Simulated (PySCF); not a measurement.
## Run report: C4H7AlO2, NMR shielding calculation

- system: C4H7AlO2
- method: GIAO PBE0/pcSseg-1 NMR shielding, non-relativistic, gas phase (PySCF 2.14.0)

The geometry comes from this level: GFN2-xTB. It belongs to a series of runs on one base structure; here: B replaced by Al. Figures and captions count atoms from 1; the log counts them from 0 in places.

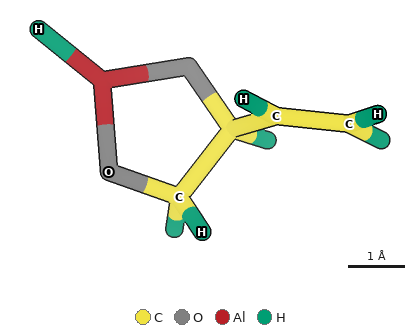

The input geometry (stick view, seen at a tilt). Sticks mark near contacts. Bond lengths as drawn: Al–H 1.49 Å, Al–O 1.70 Å, C–C 1.32 to 1.58 Å, C–H 1.08 to 1.10 Å and C–O 1.41 Å.

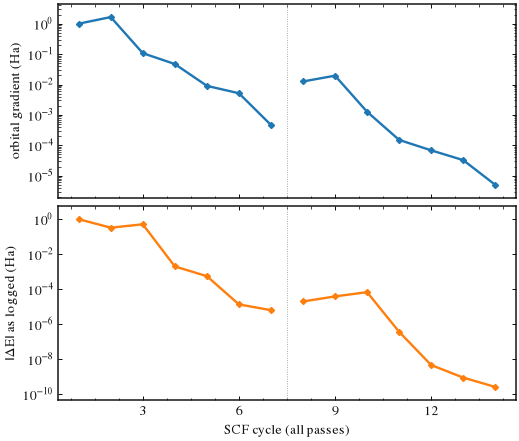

Convergence of the self-consistent field: orbital gradient and size of the energy change against the SCF cycle. The dotted line marks the change from a coarse to the final integration grid. The first 7 cycles use a coarse grid, the final grid takes over at cycle 8, and the field converges after 14 cycles in all.

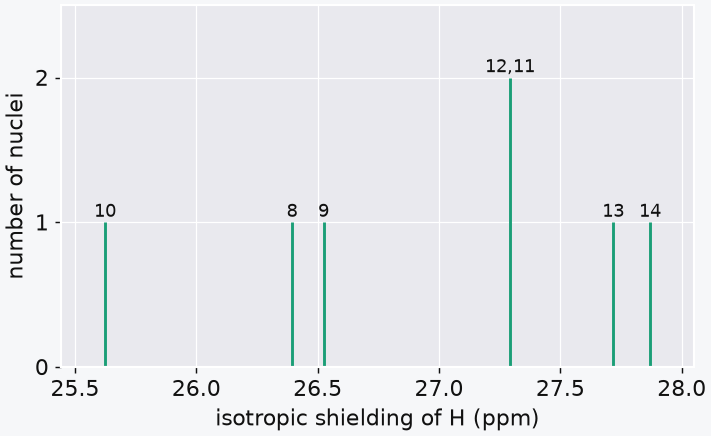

Isotropic shieldings of the hydrogen nuclei in this fixed geometry, labelled by atom number; shielding grows to the right, so chemical shift grows to the left. The least shielded is H10 (25.6 ppm), the most shielded H14 (27.9 ppm).

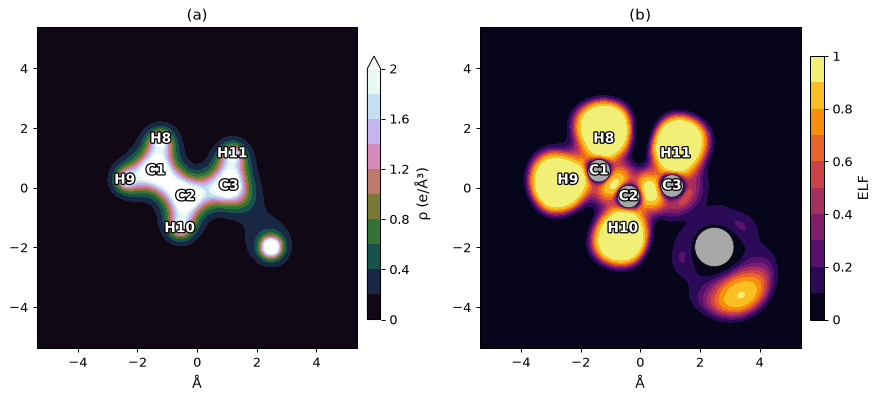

(a) electron density; (b) ELF on the plane of atoms C2, C1 and H8. Grey discs, where drawn, cover atomic cores. The section cuts through C and H sites.

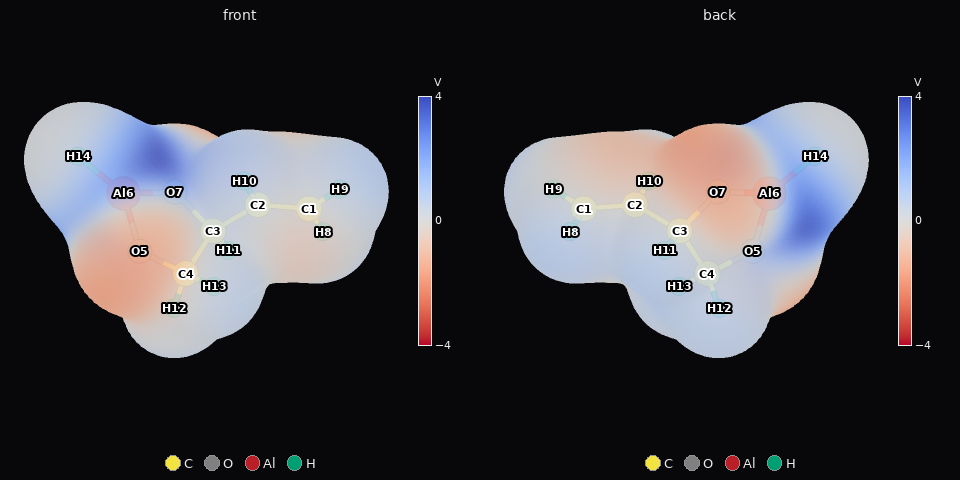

The electrostatic potential painted on the density surface at 0.002 e/bohr³, seen face on and from behind; red is negative and blue positive. Its dipole moment is 0.05 D.

The input that produced these results follows, with the program's output.

### Input file
```
{"job": {"kind": "nmr", "xc": "PBE0", "basis": "pcSseg-1"}, "charge": 0, "multiplicity": 1}
C      2.349914     0.479210    -0.011457
C      1.043422     0.525968     0.161520
C      0.029068    -0.079355    -0.757479
C     -0.719647    -1.237109     0.004190
O     -1.929392    -0.758328     0.536440
Al    -2.298495     0.742234    -0.173883
O     -0.911375     0.901356    -1.139639
H      2.790069    -0.011648    -0.863685
H      3.033440     0.925698     0.690062
H      0.598192     1.031491     1.012387
H      0.510028    -0.479350    -1.656631
H     -0.928943    -2.053895    -0.693119
H     -0.085939    -1.612276     0.814217
H     -3.481021     1.625532     0.000152
```

The first line tells a small driver script what to run in PySCF; the rest is the geometry in Å.

Run as:
```bash
OMP_NUM_THREADS=1 python <driver script> task.json out
```

### Log
```
coarse grid: 12480 points
cycle   1  E = -548.7949377608  dE =  1.013e+00  |g| = 1.006e+00  |ddm| = 3.427e+00
cycle   2  E = -548.4646608796  dE =  3.303e-01  |g| = 1.658e+00  |ddm| = 1.929e+00
cycle   3  E = -548.9818679633  dE = -5.172e-01  |g| = 1.076e-01  |ddm| = 1.351e+00
cycle   4  E = -548.9838914590  dE = -2.023e-03  |g| = 4.732e-02  |ddm| = 1.209e-01
cycle   5  E = -548.9844520407  dE = -5.606e-04  |g| = 9.055e-03  |ddm| = 4.570e-02
cycle   6  E = -548.9844656841  dE = -1.364e-05  |g| = 5.167e-03  |ddm| = 9.925e-03
cycle   7  E = -548.9844720841  dE = -6.400e-06  |g| = 4.677e-04  |ddm| = 4.244e-03
final grid: 116744 points
cycle   8  E = -549.0482399034  dE = -2.009e-05  |g| = 1.263e-02  |ddm| = 2.783e-02
cycle   9  E = -549.0482007806  dE =  3.912e-05  |g| = 1.957e-02  |ddm| = 2.085e-02
cycle  10  E = -549.0482690978  dE = -6.832e-05  |g| = 1.272e-03  |ddm| = 1.304e-02
cycle  11  E = -549.0482694673  dE = -3.695e-07  |g| = 1.506e-04  |ddm| = 1.067e-03
cycle  12  E = -549.0482694719  dE = -4.664e-09  |g| = 6.843e-05  |ddm| = 2.060e-04
cycle  13  E = -549.0482694728  dE = -8.951e-10  |g| = 3.262e-05  |ddm| = 7.742e-05
cycle  14  E = -549.0482694731  dE = -2.614e-10  |g| = 5.011e-06  |ddm| = 2.993e-05
converged SCF energy = -549.0482694731

GIAO shielding tensors (ppm)
atom      isotropic    diamagn.    paramagn.     s11        s22        s33       span
  0 C       69.420     253.182    -183.761    -38.586     83.319    163.528    202.114
  1 C       32.703     256.596    -223.894    -88.811     45.251    141.667    230.478
  2 C      106.988     244.711    -137.722     90.821     95.978    134.166     43.345
  3 C      112.352     245.428    -133.077     89.288    103.953    143.814     54.525
  4 O      277.354     391.938    -114.584    153.895    314.920    363.249    209.354
  5 Al     400.604     797.943    -397.339    326.554    358.854    516.402    189.848
  6 O      248.314     392.178    -143.864    138.051    293.878    313.014    174.964
  7 H       26.394      30.780      -4.386     23.025     25.583     30.575      7.549
  8 H       26.524      29.094      -2.569     23.794     25.363     30.416      6.623
  9 H       25.624      32.257      -6.633     21.763     25.104     30.005      8.241
 10 H       27.302      31.835      -4.533     24.570     25.959     31.378      6.808
 11 H       27.283      29.967      -2.684     22.240     26.534     33.075     10.835
 12 H       27.718      29.914      -2.196     24.176     27.361     31.617      7.441
 13 H       27.870      29.480      -1.610     23.918     24.378     35.313     11.394
```

### Summary

| quantity | value |
| --- | --- |
| outcome | converged |
| total energy | −549.048269 hartree |
| HOMO | −7.47 eV |
| LUMO | −0.49 eV |
| dipole moment | 0.05 D |
| isotropic shielding, C | 32.7 to 112.4 ppm |
| isotropic shielding, O | 248.3 to 277.4 ppm |
| isotropic shielding, Al | 400.6 ppm |
| isotropic shielding, H | 25.6 to 27.9 ppm |
| hardware | 1 CPU thread, shared host |
| wall time | 30 s |
| peak memory | 0.79 GiB |
